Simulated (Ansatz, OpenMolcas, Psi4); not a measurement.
## How methods differ on CF2 (SMILES F[C]F)

The species is CF2 (3 atoms), meant as a singlet with charge 0. As SMILES, `F[C]F`. The coordinates come from a PBE0-D4/def2-TZVP relaxation.

| atom | x (Å) | y (Å) | z (Å) |
| --- | --- | --- | --- |
| F | 0.3163 | 0.9714 | 0.2816 |
| C | 0.3823 | -0.3185 | 0.1752 |
| F | -0.6986 | -0.6529 | -0.4567 |

Quantity: the electronic atomisation energy, in eV. The values are calculated. Electronic energies at fixed atoms, without zero-point motion or spin-orbit coupling.

```json
{"level": "BLYP/def2-TZVPP", "kind": "GGA", "program": "Ansatz", "value (eV)": "11.45", "less CCSD(T)/def2-TZVPP": "+0.63", "CPU time (all runs)": "2 s"}
{"level": "revPBE/def2-TZVPP", "kind": "GGA", "program": "Ansatz", "value (eV)": "11.36", "less CCSD(T)/def2-TZVPP": "+0.54", "CPU time (all runs)": "1.6 s"}
{"level": "TPSS/def2-TZVPP", "kind": "meta-GGA", "program": "Psi4", "value (eV)": "11.33", "less CCSD(T)/def2-TZVPP": "+0.51", "CPU time (all runs)": "65 s"}
{"level": "PBE0/def2-TZVPP", "kind": "global hybrid", "program": "Ansatz", "value (eV)": "11.20", "less CCSD(T)/def2-TZVPP": "+0.38", "CPU time (all runs)": "1.4 s"}
{"level": "HSE06/def2-TZVPP", "kind": "range-separated hybrid", "program": "Ansatz", "value (eV)": "11.22", "less CCSD(T)/def2-TZVPP": "+0.40", "CPU time (all runs)": "1.8 s"}
{"level": "RPA@PBE0/def2-TZVPP", "kind": "RPA", "program": "Ansatz", "value (eV)": "10.29", "less CCSD(T)/def2-TZVPP": "-0.53", "CPU time (all runs)": "2.4 s"}
{"level": "BCCD(T)/def2-TZVPP", "kind": "coupled cluster or CI", "program": "Ansatz", "value (eV)": "10.83", "less CCSD(T)/def2-TZVPP": "+0.01", "CPU time (all runs)": "5.3 s"}
{"level": "CCSD(T)/def2-TZVPP, open shells restricted", "kind": "coupled cluster or CI", "program": "OpenMolcas", "value (eV)": "10.82", "less CCSD(T)/def2-TZVPP": "0.00", "CPU time (all runs)": "2 min"}
```

CCSD(T)/def2-TZVPP, open shells restricted is the highest level here, not the true value. The values span 10.29 to 11.45 eV. Times are those of the runs behind each value, whatever else they computed, on shared processors of several kinds: orders of magnitude only.

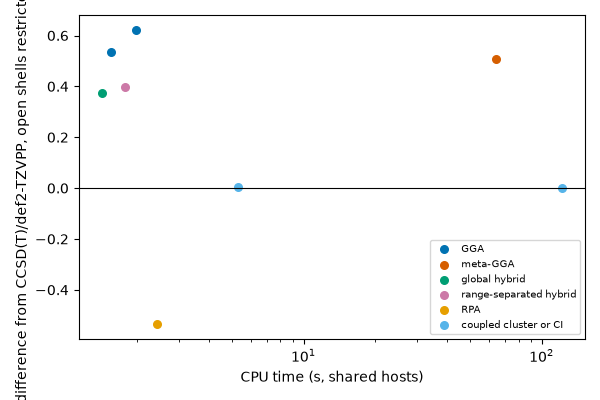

Difference from CCSD(T)/def2-TZVPP, open shells restricted against processor time, one point a level.
